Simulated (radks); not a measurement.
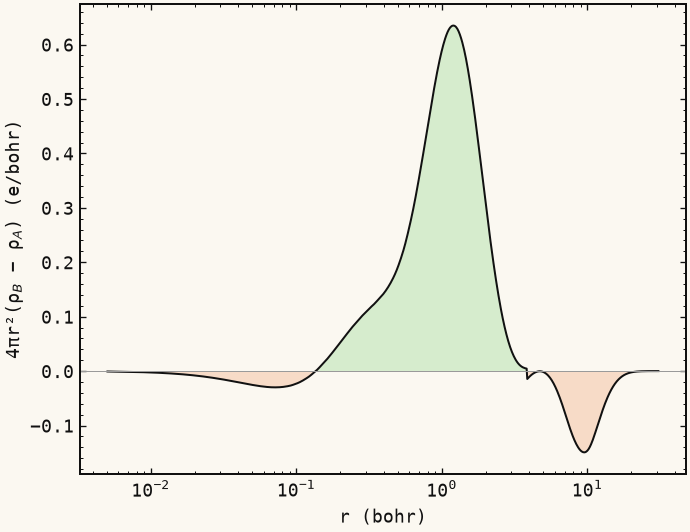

Atomic neon (Ne) was computed in two configurations: [He] 2s2 2p5 4s1 (high spin); [He] 2s2 2p6. Theory: scalar-relativistic Kohn-Sham, PBE, spin-polarised, spherical densities, point nucleus (computed with the in-house radial solver radks).

The plot shows the radial density of run B less that of run A; on the logarithmic r axis, areas aren't charges.

Which run is A and which is B? Where does the charge move?

A is [He] 2s2 2p5 4s1 (high spin); B is [He] 2s2 2p6. B holds 0.92 electrons more than A where the difference is positive (most at r = 1.2 bohr) and 0.92 electrons fewer where it is negative (most at r = 9.5 bohr), with no net change. The energy of B less that of A is −19.7 eV.
